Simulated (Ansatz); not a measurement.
# CH6AlN: rigid scan of one bond length, by script

How does the energy of CH6AlN change as one bond is stretched? Wanted for CH6AlN: a rigid scan of one bond length. SMILES: [CH3][AlH][NH2].

All numbers are computed with Ansatz 0.2.0, driven from Python. Level of theory: MP2/def2-SVP.

### Step 1. Starting point

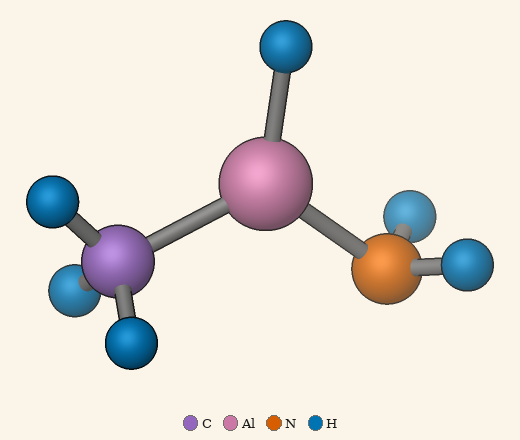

The starting structure, viewed from a chosen angle; carbon purple, aluminium pink, nitrogen orange, hydrogen blue.

The script holds or builds the structure itself.

### Step 2. The script

scan_ch6aln.py

```python
"""Potential curve of CH6AlN along one bond."""

import ansatz as az
from ase import Atoms
import matplotlib.pyplot as plt
import numpy as np

BASIS_SET = "def2-SVP"
METHOD = "MP2"

atoms = Atoms(["C", "Al", "N", "H", "H", "H", "H", "H", "H"], positions=[
    (-0.8094, 0.8366, -0.9814),
    (0.5775, -0.1481, -0.0785),
    (0.1765, -1.0526, 1.5471),
    (-1.6197, 0.2089, -1.2517),
    (-0.4524, 1.3284, -1.9392),
    (-1.2264, 1.6976, -0.3204),
    (2.0717, -0.207, -0.7083),
    (0.486, -2.0425, 1.4028),
    (0.8848, -0.6676, 2.3125),
])
molecule = az.Crystal.molecule_from_ase(atoms)

symbols = [site.symbol for site in molecule.cartesian_sites]
start = np.array([site.position_ang for site in molecule.cartesian_sites])
axis = (start[7] - start[2]) / np.linalg.norm(start[7] - start[2])
moving = [7]
lengths, energies = [0.921, 0.963, 1.005, 1.047, 1.089, 1.131, 1.173, 1.236], []
for length in lengths:
    xyz = start.copy()
    xyz[moving] += (length - np.linalg.norm(start[7] - start[2])) * axis
    point = az.Crystal.molecule()
    for symbol, place in zip(symbols, xyz):
        point = point.atom(symbol, place.tolist())
    calculation = point.calculation().basis(gaussian=BASIS_SET).correlation(METHOD)
    summary = calculation.run().report
    energies.append(summary["free_energy_ev"])
    print(f"r = {length:6.3f} A  E = {energies[-1]:.5f} eV  <S^2> = {abs(summary['mean_field']['state']['spin_squared']):.3f}")

# quartic fit about the minimum
fit = np.polynomial.Polynomial.fit(lengths, np.array(energies) - min(energies), 4).convert()
roots = [r.real for r in fit.deriv().roots() if abs(r.imag) < 1e-9 and fit.deriv(2)(r.real) > 0]
r_e = min(roots, key=lambda r: abs(r - lengths[int(np.argmin(energies))]))
print(f"minimum of the fit at {r_e:.4f} A, force constant {fit.deriv(2)(r_e):.2f} eV/A^2")
plt.figure(figsize=(4.5, 3))
plt.plot(lengths, np.array(energies) - min(energies), "o-")
plt.xlabel("bond length (A)")
plt.ylabel("E - E(min) (eV)")
plt.tight_layout()
plt.savefig("scan.png", dpi=100)
```

### Step 3. The input behind the calls

The package turns the script's settings into the engine's input (first run):

```yaml
crystal:
  periodic: [false, false, false]
  atoms:
    - { symbol: C, position_ang: [-0.8094, 0.8366, -0.9814] }
    - { symbol: Al, position_ang: [0.5775, -0.1481, -0.0785] }
    - { symbol: "N", position_ang: [0.1765, -1.0526, 1.5471] }
    - { symbol: H, position_ang: [-1.6197, 0.2089, -1.2517] }
    - { symbol: H, position_ang: [-0.4524, 1.3284, -1.9392] }
    - { symbol: H, position_ang: [-1.2264, 1.6976, -0.3204] }
    - { symbol: H, position_ang: [2.0717, -0.207, -0.7083] }
    - { symbol: H, position_ang: [0.44871562169093393, -1.9232502226554298, 1.4201833143457132] }
    - { symbol: H, position_ang: [0.8848, -0.6676, 2.3125] }
basis:
  gaussian:
    orbitals: def2-SVP
correlation:
  method: mp2
```

### Step 4. The run

Started as:

```console
$ python scan_ch6aln.py
```

Output:

```text
r =  0.921 A  E = -9196.44883 eV  <S^2> = 0.000
r =  0.963 A  E = -9196.65196 eV  <S^2> = 0.000
r =  1.005 A  E = -9196.74064 eV  <S^2> = 0.000
r =  1.047 A  E = -9196.74117 eV  <S^2> = 0.000
r =  1.089 A  E = -9196.67418 eV  <S^2> = 0.000
r =  1.131 A  E = -9196.55594 eV  <S^2> = 0.000
r =  1.173 A  E = -9196.39925 eV  <S^2> = 0.000
r =  1.236 A  E = -9196.11365 eV  <S^2> = 0.000
minimum of the fit at 1.0258 A, force constant 44.00 eV/A^2
```

It took 6 s on 1 thread of Arm Neoverse V1, shared host; peak memory 0.22 GiB.

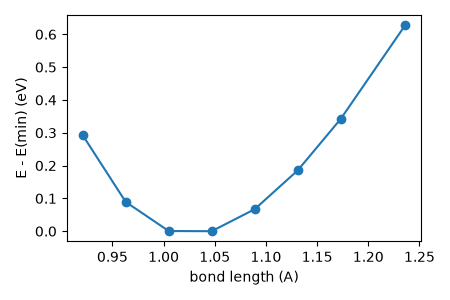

scan.png, as the script drew it.

### Step 5. What changed from run to run

The engine's inputs for some of the other runs:

Run 2, against run 1:

```diff
@@ -11 +11 @@
-    - { symbol: H, position_ang: [0.44871562169093393, -1.9232502226554298, 1.4201833143457132] }
+    - { symbol: H, position_ang: [0.4611293633967094, -1.9629541416038858, 1.4143955827523582] }
```

Run 5, against run 1:

```diff
@@ -11 +11 @@
-    - { symbol: H, position_ang: [0.44871562169093393, -1.9232502226554298, 1.4201833143457132] }
+    - { symbol: H, position_ang: [0.4983705885140359, -2.082065898449254, 1.3970323879722928] }
```

Run 6, against run 1:

```diff
@@ -11 +11 @@
-    - { symbol: H, position_ang: [0.44871562169093393, -1.9232502226554298, 1.4201833143457132] }
+    - { symbol: H, position_ang: [0.5107843302198114, -2.12176981739771, 1.3912446563789378] }
```

### Step 6. Run by run

One row for each of the 8 runs:

| run | distance (Å) | energy from run 4 (eV) | iterations in all | CPU time (s) |
| --- | --- | --- | --- | --- |
| 1 | 0.92 | 0.2923 | 11 | 0.56 |
| 2 | 0.96 | 0.0892 | 11 | 0.55 |
| 3 | 1.00 | 0.0005 | 11 | 0.56 |
| 4 | 1.05 | 0.0000 | 11 | 0.55 |
| 5 | 1.09 | 0.0670 | 11 | 0.56 |
| 6 | 1.13 | 0.1852 | 11 | 0.58 |
| 7 | 1.17 | 0.3419 | 11 | 0.57 |
| 8 | 1.24 | 0.6275 | 11 | 0.59 |

### Step 7. Outcome

| quantity | value |
| --- | --- |
| bond length at the fit's minimum | 1.0258 Å |
| runs compared | 8 |
| range of energy | 0.628 eV |
| lowest point, distance (Å) | 1.05 |

The lowest point, at 1.05, lies inside the range. The ends stand 0.292 and 0.628 eV above it. The distance scanned is the script's pair 2, 7. What to keep in mind:
- The rest of the molecule is held rigid at a force-field or estimated start geometry, and the basis set is modest; single-reference methods fail as a bond breaks.
- The orbitals are restricted, so S² is zero by construction.
- S² is that of the Hartree-Fock reference.
